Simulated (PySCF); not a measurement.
# [PbBr2]2+: other spin states, a change of charge and excitations

Aim: at the relaxed geometry of [PbBr2]2+, try other spin states, a change of charge and excitations. The structure is generated, not taken from experiment.

The runs use PySCF 2.14.0; TPSS, Pb def2-SVP with ECP60, Br def2-SVP; scalar-relativistic core potentials, no spin–orbit coupling.

3 further runs of the same task are left out: 2 for a known fault of the program, 1 that didn't finish.

### Step 1. Starting geometry

3 atoms, charge 2, spin multiplicity 1.

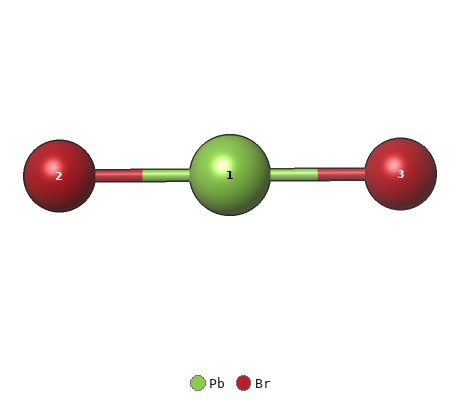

The geometry (lead green, bromine red); atoms are numbered from 1 in the order of the file.

As a file:

| atom | x (Å) | y (Å) | z (Å) |
| --- | --- | --- | --- |
| Pb1 | 0.0000 | 0.0000 | 0.0000 |
| Br2 | 0.0000 | 0.0000 | 2.4869 |
| Br3 | 0.0000 | 0.0000 | -2.4869 |

Formal oxidation states: Pb +4. An earlier session relaxed this geometry at TPSS, Pb def2-SVP with ECP60, Br def2-SVP (singlet, point group D∞h).

Its energy there is -5339.546480 Eh.

### Step 2. Multiplicity 3 at the relaxed geometry

The input, run.py (the lines that set the calculation):

```python
mol = gto.M(atom='''
Pb     0.00000     0.00000     0.00000
Br     0.00000     0.00000     2.48694
Br     0.00000     0.00000    -2.48694''',
    basis={'Pb': 'def2-SVP', 'Br': 'def2-SVP'},
    ecp={'Pb': 'def2-SVP'},
    charge=2, spin=2)
mf = dft.UKS(mol, xc='TPSS')
mf.grids.atom_grid = (50, 194)
mf = mf.density_fit()  # fitting sets: Pb def2-universal-JKFIT, Br def2-universal-JKFIT
mf.conv_tol = 1e-08; mf.max_cycle = 55
mf.kernel(dm0)  # dm0: free metal ions and neutral atoms
```

Run with:

```bash
$ OMP_NUM_THREADS=2 python run.py
```

What it wrote:

```text
init E= -5338.93588320267
cycle= 1 E= -5338.98528004671  delta_E= -0.0494  |g|= 0.851  |ddm|=  2.7
cycle= 2 E= -5337.76965781146  delta_E= 1.22  |g|= 1.55  |ddm|= 3.31
cycle= 3 E= -5339.49246523803  delta_E= -1.72  |g|= 0.147  |ddm|= 2.27
cycle= 4 E= -5339.51129645758  delta_E= -0.0188  |g|= 0.0451  |ddm|= 0.344
cycle= 5 E= -5339.51264809829  delta_E= -0.00135  |g|= 0.0102  |ddm|= 0.0695
cycle= 6 E= -5339.51272920896  delta_E= -8.11e-05  |g|= 0.00164  |ddm|= 0.0204
cycle= 7 E= -5339.51273078764  delta_E= -1.58e-06  |g|= 0.000289  |ddm|= 0.00357
cycle= 8 E= -5339.51273084744  delta_E= -5.98e-08  |g|= 0.000107  |ddm|= 0.000561
cycle= 9 E= -5339.51273081803  delta_E= 2.94e-08  |g|= 0.000191  |ddm|= 0.000424
cycle= 10 E= -5339.51273083232  delta_E= -1.43e-08  |g|= 0.000148  |ddm|= 0.000648
cycle= 11 E= -5339.51273085378  delta_E= -2.15e-08  |g|= 1.33e-06  |ddm|= 0.000284
cycle= 12 E= -5339.51273085378  delta_E= -7.28e-12  |g|= 6.52e-07  |ddm|= 1.39e-05
Extra cycle  E= -5339.51273085379  delta_E= -5.46e-12  |g|= 6.59e-07  |ddm|= 1.33e-05
converged SCF energy = -5339.51273085379  <S^2> = 2.0080351  2S+1 = 3.0053519
```

It took 4 s on 2 threads of Arm Neoverse V1, shared host.

Result: E = -5339.512731 Eh (+0.918 eV from the relaxed state), HOMO -17.79 eV, LUMO -18.48 eV (over both spins), ⟨S²⟩ = 2.008, Mulliken charge on Pb1 +1.18 e. An empty level of one spin lies below a filled level of the other.

### Step 3. One electron removed, multiplicity 2

run.py (the lines that set the calculation), as its differences from that of step 2:

```diff
@@ -6,3 +6,3 @@
     ecp={'Pb': 'def2-SVP'},
-    charge=2, spin=2)
+    charge=3, spin=1)
 mf = dft.UKS(mol, xc='TPSS')
@@ -11,2 +11,2 @@
 mf.conv_tol = 1e-08; mf.max_cycle = 55
-mf.kernel(dm0)  # dm0: free metal ions and neutral atoms
+mf.kernel(dm0)  # dm0: the density of the relaxed state
```

Run with:

```bash
$ OMP_NUM_THREADS=2 python run.py
```

What it wrote:

```text
init E= -5339.55163328145
cycle= 1 E= -5338.7275293228  delta_E= 0.824  |g|= 0.169  |ddm|= 0.816
cycle= 2 E= -5338.72198388942  delta_E= 0.00555  |g|= 0.219  |ddm|= 0.615
  HOMO = -0.915517294187  LUMO = -0.913991046113  gap/eV = 0.04153
cycle= 3 E= -5338.74579390042  delta_E= -0.0238  |g|= 0.0547  |ddm|= 0.403
  HOMO = -0.909559473047  LUMO = -0.907113553675  gap/eV = 0.06656
cycle= 4 E= -5338.72129009905  delta_E= 0.0245  |g|= 0.167  |ddm|= 0.361
  HOMO = -0.910055684757  LUMO = -0.907399065874  gap/eV = 0.07229
cycle= 5 E= -5338.73953291642  delta_E= -0.0182  |g|= 0.0952  |ddm|= 0.482
  HOMO = -0.909162296895  LUMO = -0.905781371958  gap/eV = 0.09200
cycle= 6 E= -5338.74755856411  delta_E= -0.00803  |g|= 0.0169  |ddm|= 0.147
  HOMO = -0.909343662729  LUMO = -0.90601089297  gap/eV = 0.09069
cycle= 7 E= -5338.74770705218  delta_E= -0.000148  |g|= 0.0109  |ddm|= 0.0127
  HOMO = -0.909260174342  LUMO = -0.906000822502  gap/eV = 0.08869
cycle= 8 E= -5338.74779513529  delta_E= -8.81e-05  |g|= 0.00474  |ddm|= 0.0116
  HOMO = -0.909269576501  LUMO = -0.90600803009  gap/eV = 0.08875
cycle= 9 E= -5338.74781077378  delta_E= -1.56e-05  |g|= 0.00223  |ddm|= 0.00448
  HOMO = -0.909266704293  LUMO = -0.906006199426  gap/eV = 0.08872
cycle= 10 E= -5338.74781521739  delta_E= -4.44e-06  |g|= 0.000269  |ddm|= 0.00363
  HOMO = -0.909264395567  LUMO = -0.906006645968  gap/eV = 0.08865
cycle= 11 E= -5338.74781527874  delta_E= -6.13e-08  |g|= 5.79e-05  |ddm|= 0.000377
  HOMO = -0.909264390904  LUMO = -0.906007634404  gap/eV = 0.08862
cycle= 12 E= -5338.7478152816  delta_E= -2.86e-09  |g|= 1.4e-05  |ddm|= 0.000126
  HOMO = -0.909264486775  LUMO = -0.906007615179  gap/eV = 0.08862
Extra cycle  E= -5338.74781518233  delta_E= 9.93e-08  |g|= 0.000332  |ddm|= 0.000637
converged SCF energy = -5338.74781518233  <S^2> = 0.75511305  2S+1 = 2.0051065
```

It took 3.7 s on 2 threads of Arm Neoverse V1, shared host.

Read off: E = -5338.747815 Eh (+21.733 eV from the relaxed state), HOMO -24.74 eV, LUMO -24.65 eV (over both spins), ⟨S²⟩ = 0.755, Mulliken charge on Pb1 +1.46 e. 

### Step 4. One electron added, multiplicity 2

run.py (the lines that set the calculation), as its differences from that of step 3:

```diff
@@ -6,3 +6,3 @@
     ecp={'Pb': 'def2-SVP'},
-    charge=3, spin=1)
+    charge=1, spin=1)
 mf = dft.UKS(mol, xc='TPSS')
```

Run with:

```bash
$ OMP_NUM_THREADS=2 python run.py
```

What it wrote:

```text
init E= -5339.551409242
  HOMO = -0.651007691051  LUMO = -0.64747467487  gap/eV = 0.09614
cycle= 1 E= -5340.06914761941  delta_E= -0.518  |g|= 0.164  |ddm|= 1.35
  HOMO = -0.396714144457  LUMO = -0.371631730466  gap/eV = 0.68253
cycle= 2 E= -5340.07189316443  delta_E= -0.00275  |g|= 0.188  |ddm|= 0.636
  HOMO = -0.425126192222  LUMO = -0.399058729671  gap/eV = 0.70933
cycle= 3 E= -5340.08495674511  delta_E= -0.0131  |g|= 0.0568  |ddm|= 0.281
  HOMO = -0.430359984496  LUMO = -0.403480455886  gap/eV = 0.73143
cycle= 4 E= -5340.08670262556  delta_E= -0.00175  |g|= 0.0241  |ddm|= 0.134
  HOMO = -0.432170797002  LUMO = -0.404788012465  gap/eV = 0.74512
cycle= 5 E= -5340.08714462626  delta_E= -0.000442  |g|= 0.00287  |ddm|= 0.0403
  HOMO = -0.432196900073  LUMO = -0.404546491737  gap/eV = 0.75241
cycle= 6 E= -5340.08715181515  delta_E= -7.19e-06  |g|= 0.000645  |ddm|= 0.00584
  HOMO = -0.432194849259  LUMO = -0.404475705473  gap/eV = 0.75428
cycle= 7 E= -5340.08715218637  delta_E= -3.71e-07  |g|= 0.000109  |ddm|= 0.00109
  HOMO = -0.432195764554  LUMO = -0.40447287198  gap/eV = 0.75438
cycle= 8 E= -5340.08715218276  delta_E= 3.61e-09  |g|= 0.000128  |ddm|= 0.000384
  HOMO = -0.432196165346  LUMO = -0.404470725888  gap/eV = 0.75445
cycle= 9 E= -5340.08715219612  delta_E= -1.34e-08  |g|= 1.49e-05  |ddm|= 0.000221
  HOMO = -0.432195764421  LUMO = -0.404469823313  gap/eV = 0.75446
cycle= 10 E= -5340.0871521963  delta_E= -1.78e-10  |g|= 1.23e-06  |ddm|= 3.06e-05
  HOMO = -0.43219594112  LUMO = -0.404470000778  gap/eV = 0.75446
Extra cycle  E= -5340.08715219631  delta_E= -5.46e-12  |g|= 2e-06  |ddm|= 6.15e-06
converged SCF energy = -5340.08715219631  <S^2> = 0.75207998  2S+1 = 2.0020789
```

Wall time 3.3 s (2 threads of Arm Neoverse V1, shared host).

Read off: E = -5340.087152 Eh (-14.712 eV from the relaxed state), HOMO -11.76 eV, LUMO -11.01 eV (over both spins), ⟨S²⟩ = 0.752, Mulliken charge on Pb1 +0.96 e. 

### Step 5. Singlet excitations, Tamm-Dancoff B3LYP

run.py (the lines that set the calculation), as its differences from that of step 4:

```diff
@@ -6,4 +6,4 @@
     ecp={'Pb': 'def2-SVP'},
-    charge=1, spin=1)
-mf = dft.UKS(mol, xc='TPSS')
+    charge=2, spin=0)
+mf = dft.RKS(mol, xc='B3LYP')
 mf.grids.atom_grid = (50, 194)
```

Run with:

```bash
$ OMP_NUM_THREADS=2 python run.py
```

What it wrote:

```text
init E= -5339.88625875874
  HOMO = -0.723272517961543  LUMO = -0.630915581656275  gap/eV = 2.51316
cycle= 1 E= -5339.887509503  delta_E= -0.00125  |g|= 0.057  |ddm|= 0.159
  HOMO = -0.720314250661803  LUMO = -0.628604293106562  gap/eV = 2.49556
cycle= 2 E= -5339.88739409715  delta_E= 0.000115  |g|= 0.0523  |ddm|= 0.0734
  HOMO = -0.723302664120629  LUMO = -0.630558557240441  gap/eV = 2.52370
cycle= 3 E= -5339.88769902714  delta_E= -0.000305  |g|= 0.013  |ddm|= 0.0655
  HOMO = -0.722669543783522  LUMO = -0.63039552136366  gap/eV = 2.51090
cycle= 4 E= -5339.88776144076  delta_E= -6.24e-05  |g|= 0.000752  |ddm|= 0.0225
  HOMO = -0.722612945744115  LUMO = -0.630312793520588  gap/eV = 2.51162
cycle= 5 E= -5339.88776164252  delta_E= -2.02e-07  |g|= 0.000159  |ddm|= 0.00125
  HOMO = -0.722627019681025  LUMO = -0.630316020663805  gap/eV = 2.51191
cycle= 6 E= -5339.88776164931  delta_E= -6.79e-09  |g|= 4.66e-05  |ddm|= 0.000261
  HOMO = -0.722623491999644  LUMO = -0.630315414344032  gap/eV = 2.51183
Extra cycle  E= -5339.88776164469  delta_E= 4.62e-09  |g|= 0.000119  |ddm|= 0.000258
converged SCF energy = -5339.88776164469
```

It took 13 s on 2 threads of Arm Neoverse V1, shared host.

Read off: E = -5339.887762 Eh, HOMO -19.66 eV, LUMO -17.15 eV, Mulliken charge on Pb1 +1.24 e. 

Singlet excitations:

| state | energy (eV) | oscillator strength |
| --- | --- | --- |
| 1 | 1.49 | 0.0000 |
| 2 | 1.49 | 0.0000 |
| 3 | 1.90 | 0.0019 |
| 4 | 1.90 | 0.0019 |
| 5 | 4.25 | 0.0155 |
| 6 | 4.28 | 0.0000 |
| 7 | 4.36 | 0.0000 |
| 8 | 4.36 | 0.0000 |

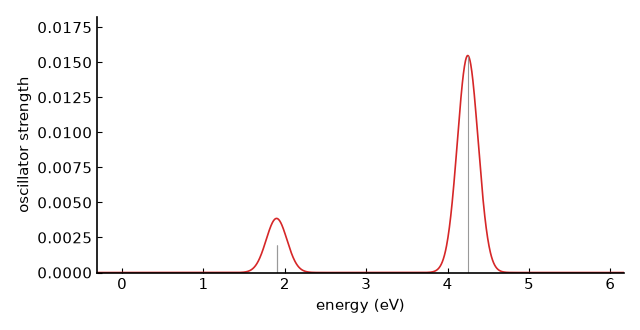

Absorption from the eight lowest singlets. Lines are broadened to a width of 0.30 eV (Gaussian).

### Step 6. Results

| state | energy from the relaxed state (eV) | ⟨S²⟩ | time |
| --- | --- | --- | --- |
| charge +2, singlet, vacuum (relaxed) | 0 | 0.00 |  |
| charge +1, doublet, vacuum | -14.71 | 0.75 | 3.3 s |
| charge +2, triplet, vacuum | 0.92 | 2.01 | 4 s |
| charge +3, doublet, vacuum | 21.73 | 0.76 | 3.7 s |

An electron taken off or put on is at rest in vacuum. 

In the excitation run (B3LYP), the lowest singlet lies at 1.49 eV (gaps between orbitals at other levels can't be set against it), and the brightest of the eight at 4.25 eV (f = 0.015); spin–orbit coupling would mix in triplets. Removing an electron vertically costs 21.73 eV (doublet), against −HOMO = 18.81 eV. Adding an electron vertically releases 14.71 eV (doublet). The triplet lies 0.92 eV above at this geometry. The bases are small and lack diffuse functions. Spin–orbit coupling is left out.
